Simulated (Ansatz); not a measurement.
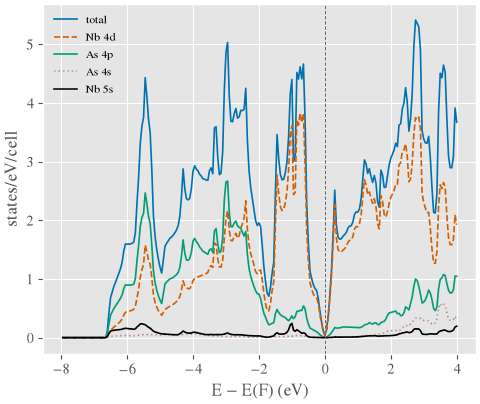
Total and projected density of states of NbAs in space group I4_1md (No. 109; Nb on 4a, As on 4a), plane-wave PAW r²SCAN (Ansatz code)

Which orbitals carry the states next to the Fermi level?

Within 0.5 eV of the Fermi level: Nb 4d 87 %, As 4p 10 %. Projections are on Löwdin-orthogonalised atomic valence shells; empty p or d shells of many metals are not among them.

Where is the tallest occupied peak in this window, and what makes it?

Near -2.9 eV, about 5.0 states/eV per cell; the largest projected share is As 4p.

The r²SCAN relaxation kept the symmetry of its start. No spin polarisation was allowed. A small band overlap can be real or an error of a semilocal functional. Scalar-relativistic: spin–orbit coupling is off unless named, which matters more the heavier the elements.

Potentials: the earlier of the program's two PAW sets.
